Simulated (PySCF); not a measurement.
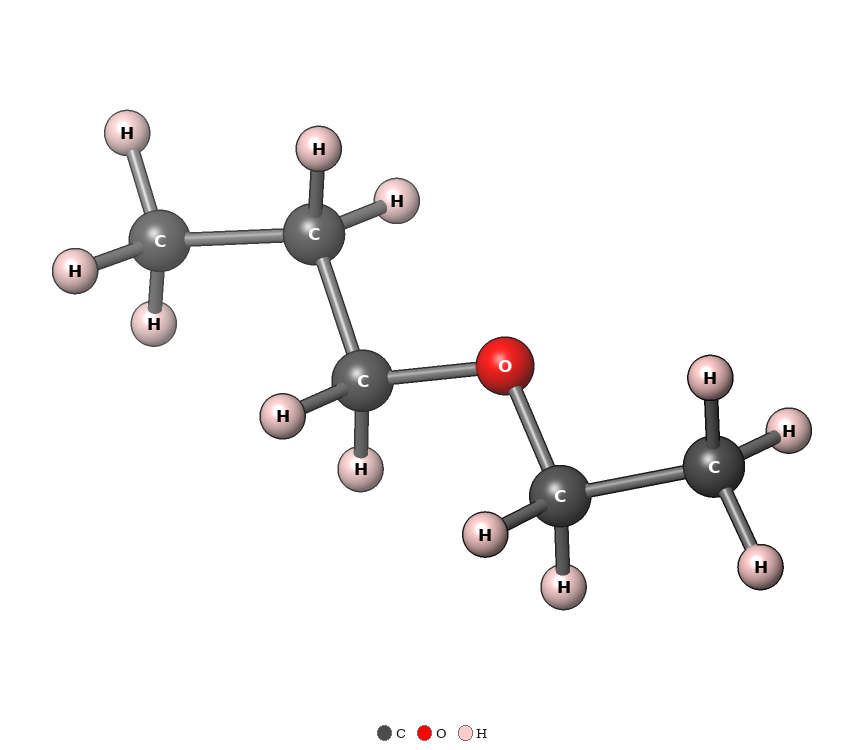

Atoms fade into the background with distance from the viewer. Computed geometry: PBE0-D3(BJ)/def2-SVP optimisation. No frequency run is at hand to confirm it as a minimum.

Q: List the symmetry elements and name the point group.

A: It has 1 mirror plane, so the point group is Cs. The group has 2 operations. The geometry is achiral, and symmetry allows a dipole moment.
